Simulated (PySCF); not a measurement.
# One shape, several levels: quartet BSiH4

Aim: a comparison of 6 runs (U-r2SCAN/STO-3G, UPBE/STO-3G, USVWN5/STO-3G, NEVPT2(5,5)/STO-3G, UCCSD(T)/STO-3G, FCI/STO-3G) of quartet BSiH4. 

Program for the calculation: PySCF 2.14.0.

12 further runs of the same task are left out: 2 that didn't finish, 10 set aside as unsound or not needed.

**1. The molecule**

BSiH4: 6 atoms, total charge 0, spin state quartet. SMILES of the parent species: `B[SiH2]`. The shape is that of a GFN2-xTB optimisation. That shape belongs to the parent species and isn't relaxed for this state.

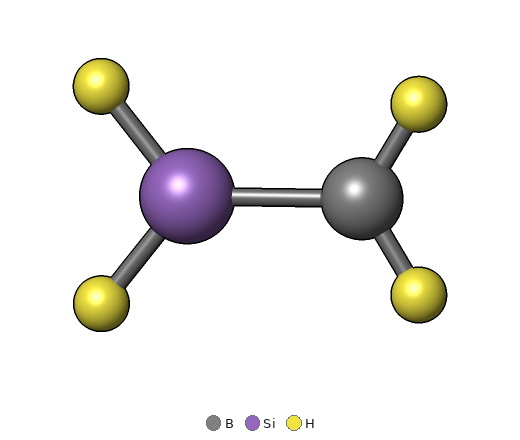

The structure, seen from a chosen angle (boron grey, silicon purple, hydrogen yellow).

**2. The energy at U-r2SCAN/STO-3G (run 1)**

Input file calc.py:

```python
from pyscf import gto, dft

system = gto.Mole()
system.atom = [
    ('B', (-0.003690, -1.037180, 0.114670)),
    ('Si', (0.004430, 0.829590, -0.091960)),
    ('H', (-0.730970, -1.564260, 0.876300)),
    ('H', (0.717450, -1.725110, -0.512520)),
    ('H', (0.828120, 1.658960, -0.988060)),
    ('H', (-0.815330, 1.838000, 0.601560)),
]
system.basis = 'sto-3g'
system.verbose = 3
system.spin = 3
system.max_memory = 1860
system.build()

mf = dft.UKS(system, xc='r2scan')
mf.grids.level = 5
mf.conv_tol = 1e-10
mf.kernel()
if not mf.converged:
    mf = mf.newton().run(mf.mo_coeff, mf.mo_occ)

etot = mf.e_tot
print(f'total energy: {etot:.8f} hartree')
```

Launch:

```sh
$ OMP_NUM_THREADS=1 python calc.py
```

What it wrote:

```text
WARN: HOMO 0.0147726161451638 >= LUMO -0.316310921184143

WARN: HOMO 0.0582351942099359 >= LUMO -0.180312810880376

WARN: HOMO 0.0337123223434691 >= LUMO -0.191526526319237

WARN: HOMO 0.0319834925067026 >= LUMO -0.190883483536788

WARN: HOMO 0.0327839380394678 >= LUMO -0.190208250743308

WARN: HOMO 0.032502195903047 >= LUMO -0.190393181289043

WARN: HOMO 0.0324939681203185 >= LUMO -0.190390793611798

WARN: HOMO 0.032537422693787 >= LUMO -0.190363816671735

WARN: HOMO 0.0325234038528988 >= LUMO -0.19037505488058

WARN: HOMO 0.032523839355709 >= LUMO -0.190374150610055

WARN: HOMO 0.0325237326011594 >= LUMO -0.190374122901542

converged SCF energy = -312.68743876474  <S^2> = 3.7582492  2S+1 = 4.0041225
total energy: -312.68743876 hartree
```

Run time: 6.3 s. Hardware: 1 thread of Intel Xeon Platinum 8488C (Sapphire Rapids), shared host; peak memory 0.21 GiB.

**3. A single-point energy at UPBE/STO-3G (run 2)**

Input file calc.py:

```python
from pyscf import gto, dft

mol = gto.M(
    atom='''
B     -0.003690    -1.037180     0.114670
Si     0.004430     0.829590    -0.091960
H     -0.730970    -1.564260     0.876300
H      0.717450    -1.725110    -0.512520
H      0.828120     1.658960    -0.988060
H     -0.815330     1.838000     0.601560
''',
    verbose=3,
    spin=3,
    basis='sto-3g',
    max_memory=1860,
)

calc0 = dft.UKS(mol, xc='pbe')
calc0.grids.level = 5
calc0.conv_tol = 1e-10
calc0.kernel()
if not calc0.converged:
    calc0 = calc0.newton().run(calc0.mo_coeff, calc0.mo_occ)

energy = calc0.e_tot
print(f'total energy: {energy:.8f} hartree')
```

Launch:

```sh
$ OMP_NUM_THREADS=1 python calc.py
```

What it wrote:

```text
WARN: HOMO 0.00350864711790572 >= LUMO -0.307348555345308

WARN: HOMO 0.0791388625318619 >= LUMO -0.180179974566067

WARN: HOMO 0.0604666586067362 >= LUMO -0.187246943834616

WARN: HOMO 0.0497501210265899 >= LUMO -0.194883021842815

WARN: HOMO 0.0501320528685378 >= LUMO -0.19374906777795

WARN: HOMO 0.050936259472718 >= LUMO -0.193500255416161

WARN: HOMO 0.0500953074819028 >= LUMO -0.194025801971216

WARN: HOMO 0.0502388679614363 >= LUMO -0.193860827608754

WARN: HOMO 0.0502707461829485 >= LUMO -0.193827604336007

WARN: HOMO 0.0502538763005312 >= LUMO -0.193841009481372

WARN: HOMO 0.0502581996519142 >= LUMO -0.19383912313707

WARN: HOMO 0.0502577688202844 >= LUMO -0.1938394728678

WARN: HOMO 0.0502581662222654 >= LUMO -0.19383928269919

WARN: HOMO 0.0502581483748866 >= LUMO -0.193839295463033

converged SCF energy = -312.512216616081  <S^2> = 3.7543297  2S+1 = 4.0021643
total energy: -312.51221662 hartree
```

Wall time 5.1 s (1 thread of Intel Xeon Platinum 8488C (Sapphire Rapids), shared host); peak memory 0.2 GiB.

**4. The energy at USVWN5/STO-3G (run 3)**

Input file run.py:

```python
from pyscf import gto, dft

system = gto.M(
    atom='''
B   -0.003690  -1.037180   0.114670
Si   0.004430   0.829590  -0.091960
H   -0.730970  -1.564260   0.876300
H    0.717450  -1.725110  -0.512520
H    0.828120   1.658960  -0.988060
H   -0.815330   1.838000   0.601560
''',
    charge=0,
    spin=3,
    verbose=3,
    max_memory=1860,
    basis='sto-3g',
)

calc0 = dft.UKS(system)
calc0.xc = 'svwn'
calc0.grids.level = 5
calc0.conv_tol = 1e-10
calc0.kernel()
if not calc0.converged:
    calc0 = calc0.newton().run(calc0.mo_coeff, calc0.mo_occ)

etot = calc0.e_tot
print('E = %.10f Eh' % etot)
```

Launch:

```sh
$ OMP_NUM_THREADS=1 python run.py
```

What it wrote:

```text
WARN: HOMO -0.000859371096629535 >= LUMO -0.303707422206207

WARN: HOMO 0.135191498447968 >= LUMO -0.063377899428543

WARN: HOMO 0.0973300063320839 >= LUMO -0.162204041991598

WARN: HOMO 0.0649846561047366 >= LUMO -0.188814978138913

WARN: HOMO 0.0712096917173144 >= LUMO -0.182043185209599

WARN: HOMO 0.0680171116068665 >= LUMO -0.185091993499584

WARN: HOMO 0.0639100813529186 >= LUMO -0.18889686908019

WARN: HOMO 0.0605582571601318 >= LUMO -0.192049581333063

WARN: HOMO 0.060169360334018 >= LUMO -0.192422019934393

WARN: HOMO 0.0600553004064975 >= LUMO -0.19250949970328

WARN: HOMO 0.0600463011845987 >= LUMO -0.19251313945883

WARN: HOMO 0.060061494119216 >= LUMO -0.192503912271261

WARN: HOMO 0.0600597244261912 >= LUMO -0.192505924029556

WARN: HOMO 0.0600602740134581 >= LUMO -0.192505560049431

WARN: HOMO 0.0600602727135582 >= LUMO -0.192505571840151

converged SCF energy = -311.200571614626  <S^2> = 3.7532776  2S+1 = 4.0016385
E = -311.2005716146 Eh
```

Run time: 3 s. Hardware: 1 thread of Intel Xeon Platinum 8488C (Sapphire Rapids), shared host; peak memory 0.14 GiB.

Runs 4 to 5 aren't shown in full; the table further down has their settings and results.

**5. The energy at FCI/STO-3G (run 6)**

Input file input.py:

```python
from pyscf import gto, mcscf

mol = gto.M(
    atom='''
B       -0.003690      -1.037180       0.114670
Si       0.004430       0.829590      -0.091960
H       -0.730970      -1.564260       0.876300
H        0.717450      -1.725110      -0.512520
H        0.828120       1.658960      -0.988060
H       -0.815330       1.838000       0.601560
''',
    max_memory=1860,
    basis='sto-3g',
    spin=3,
    charge=0,
    verbose=3,
)

calc0 = mol.ROHF()
calc0.conv_tol = 1e-10
calc0.kernel()
if not calc0.converged:
    calc0 = calc0.newton().run(calc0.mo_coeff, calc0.mo_occ)

cas = mcscf.CASCI(calc0, calc0.mo_coeff.shape[-1] - 6, (mol.nelec[0] - 6, mol.nelec[1] - 6))  # full CI above the frozen core
cas.fix_spin_(ss=3.75)
cas.kernel()
e_final = cas.e_tot
print('Final energy', e_final)
```

Launch:

```sh
$ OMP_NUM_THREADS=1 python input.py
```

What it wrote:

```text
converged SCF energy = -311.968885313952
CASCI E = -312.061728768601  E(CI) = -20.9844375759943  S^2 = 3.7500000
Final energy -312.0617287686012
```

It took 4.5 s on 1 thread of Intel Xeon Platinum 8488C (Sapphire Rapids), shared host; peak memory 0.2 GiB.

**6. Overview of the runs**

```csv
run,level,integration grid,active selection,energy (Eh),dipole moment (D) of the reference,⟨S²⟩,wall time
1,U-r2SCAN/STO-3G,5,–,-312.687439,1.68,3.758,6.3 s
2,UPBE/STO-3G,5,–,-312.512217,1.70,3.754,5.1 s
3,USVWN5/STO-3G,5,–,-311.200572,1.75,3.753,3 s
4,"NEVPT2(5,5)/STO-3G",–,mp2 natural orbitals,-312.036084,2.15,–,0.78 s
5,UCCSD(T)/STO-3G,–,–,-312.061415,2.18,3.764,0.68 s
6,FCI/STO-3G,–,–,-312.061729,2.15,–,4.5 s
```

**7. Outcome**

| quantity | value |
| --- | --- |
| run 6: total energy | -312.06173 Eh |
| run 6: dipole moment (Hartree–Fock density) | 2.15 D |
| run 6: correlation energy (6 core orbitals frozen) | -92.8 mEh |

In words: Against full CI in this basis: UCCSD(T) +0.3 mEh. Over runs 1, 2, 3 the dipole moment (its size) runs from 1.68 D (U-r2SCAN/STO-3G) to 1.75 D (USVWN5/STO-3G). Totals of different functionals can't be ranked against each other. In runs 1, 2, 3, 4, 5, 6 the basis is minimal, so the values are rough. All runs together took 20 s, the longest 6.3 s.
